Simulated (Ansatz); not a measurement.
## BaTiO3 (P4/mmm): refractive index against wavelength

The refractive index of BaTiO3 (P4/mmm) along x below the direct gap (1.91 eV on the mesh) is read from one computed spectrum, n = √(Re ε). x, y and z are the Cartesian axes of the input cell.

Symmetry: P4/mmm, No. 123, tetragonal system. The conventional cell has a = 4.000 Å, b = 4.000 Å, c = 4.018 Å, α = 90.00°, β = 90.00°, γ = 90.00°. Ba on site a has 12 O at 2.83 Å as nearest neighbours. Ti on site d has 6 O at 2.00 to 2.01 Å as nearest neighbours. Around O on site e lie 2 Ti at 2.00 Å. O on site c is surrounded by 2 Ti at 2.01 Å.

Method: Ansatz 0.2.0, PBE, independent particles, k-mesh 6×6×6 with interpolation inside its cells, Gaussian parameter 0.1 eV.

Launch of the response step: `ansatz run input.yaml --threads 4 --pin off --max-ram 8192MiB --backend cpu --events-out ev --progress --plain --runs-dir out`. The run took 57 s, on 4 threads of Intel(R) Xeon(R) Processor @ 2.50GHz (Skylake/Cascade Lake), with other jobs on the host.

```
wavelength (nm)  photon energy E (eV)       n
           3000                 0.413  2.6252
           2000                 0.620  2.6373
           1550                 0.800  2.6524
           1310                 0.946  2.6684
           1064                 1.165       ?
```

In the single-oscillator model n² − 1 = E₀E_d/(E₀² − E²), so 1/(n² − 1) = E₀/E_d − E²/(E₀E_d) is linear in E².

Working, on the rows shown:

| x = E² (eV²) | y = 1/(n² − 1) |
| --- | --- |
| 0.170801 | 0.169731 |
| 0.384302 | 0.167916 |
| 0.639837 | 0.165694 |
| 0.895757 | 0.163389 |

Means: x̄ = 0.52267, ȳ = 0.16668. Σ(x − x̄)(y − ȳ) = -0.002588, Σ(x − x̄)² = 0.2959. Slope = -0.002588 / 0.2959 = -0.008747; intercept = ȳ − slope · x̄ = 0.17125. Turned back into n, the line misses the rows shown by at most 0.00025.

Q: Predict the last column of the withheld row from the fit.

A: At x = 1.3578 the line gives y = 0.15938, that is 2.6971. The run gave 2.6997, so the extrapolation is off by 0.0026, 3 % of the range in the table.

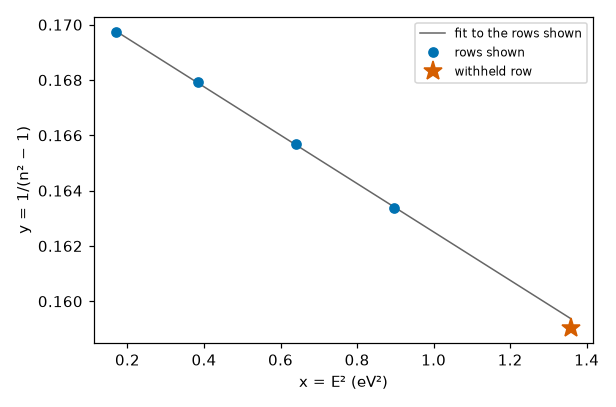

Refitted with all rows, the slope is -0.009024 and the intercept 0.17137. These give E₀ = √(intercept/−slope) = 4.36 eV and E_d = E₀/intercept = 25.4 eV; E₀ is 2.3 times the direct gap. The electronic limit at long wavelengths, without lattice vibrations, is n = √(1 + 1/intercept) = 2.614. Excitons are left out and so are local fields; PBE gaps are as a rule too small. Spin-orbit coupling is left out.

[Logs are printed without paths, hosts, clocks, repeated set-up lines and the standing remarks that a program may print on its own settings, such as how far it seeks lower states.]
